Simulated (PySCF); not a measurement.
**C$_{2}$H$_{7}$BF$_{2}$OSi (SMILES COC[SiH2]B(F)F): density, localisation and related maps**

Input

```
{"job": {"kind": "nmr", "xc": "PBE0", "basis": "pcSseg-1"}, "charge": 0, "multiplicity": 1}
C     -1.769554    -1.364555     0.543037
O     -0.693190    -0.686716    -0.050273
C     -0.549141     0.650983     0.396335
Si     0.958596     1.289277    -0.596493
B      2.386952    -0.082839    -0.448347
F      3.000826    -0.628430    -1.481342
F      2.843243    -0.552330     0.697739
H     -2.720924    -0.864597     0.321831
H     -1.780609    -2.369668     0.125537
H     -1.647950    -1.421604     1.632152
H     -0.381924     0.672379     1.482353
H     -1.467044     1.219014     0.199833
H      0.508751     1.534431    -1.972402
H      1.311289     2.604184    -0.032049
```

Command:

```sh
OMP_NUM_THREADS=1 python probes_run.py task.json out
```

Geometry: GFN2-xTB.

Theory: PBE0/pcSseg-1, SCF density, gas phase, non-relativistic in PySCF 2.14.0.

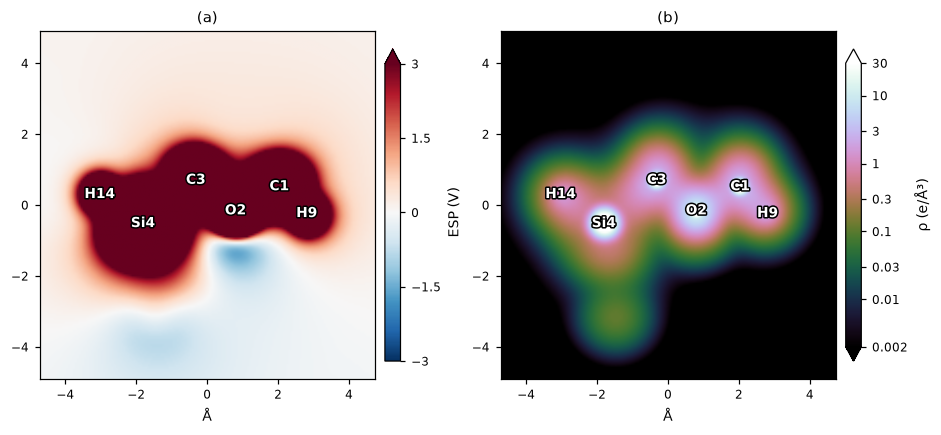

Figure 1. (a) molecular electrostatic potential; (b) electron density on the plane of atoms O2, C1 and H9.

**Read the bonding off the picture.**

The section cuts through C, O, Si and H sites.
C–O (1.40 Å): ρ is about 2.1 e/Å³ halfway, with its minimum of 1.8 e/Å³ about 0.5 Å from C.
C–Si (1.91 Å): ρ at the midpoint is about 0.92 e/Å³.
C–H (1.09 Å): ρ is about 2.1 e/Å³ halfway.
Si–H (1.47 Å): the density is about 0.78 e/Å³ at the midpoint.
Outside the dense part of the molecule the potential is most negative (−1.6 V) near O2.

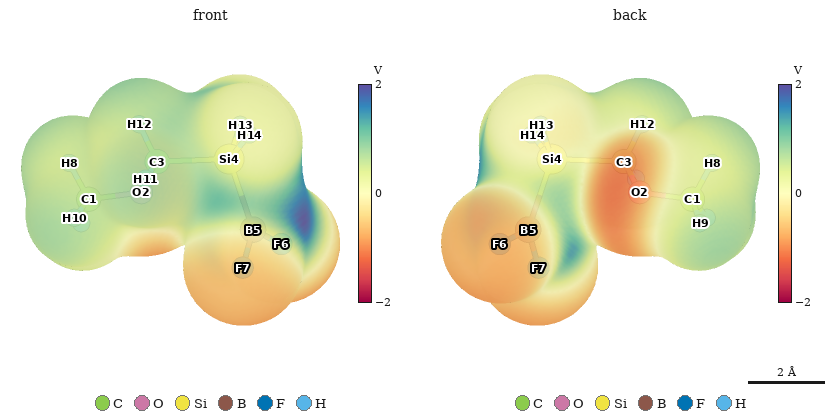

Figure 2. The molecular electrostatic potential painted on the density surface at 0.002 e/bohr³, seen from the front and from behind; the colour scale runs from red (negative) to blue (positive).

**Which sites attract a positive test charge, and which a negative one?**

A positive charge is drawn to the negative regions and a negative charge to the positive ones. The most negative region (about −1.1 V, or −25 kcal/mol for a unit charge) lies over O2, the most positive (about +1.8 V, or +42 kcal/mol for a unit charge) over B5. O2 is the likeliest acceptor of a hydrogen bond.

**What dipole moment does the calculation give?**

Its dipole moment is 2.45 D.
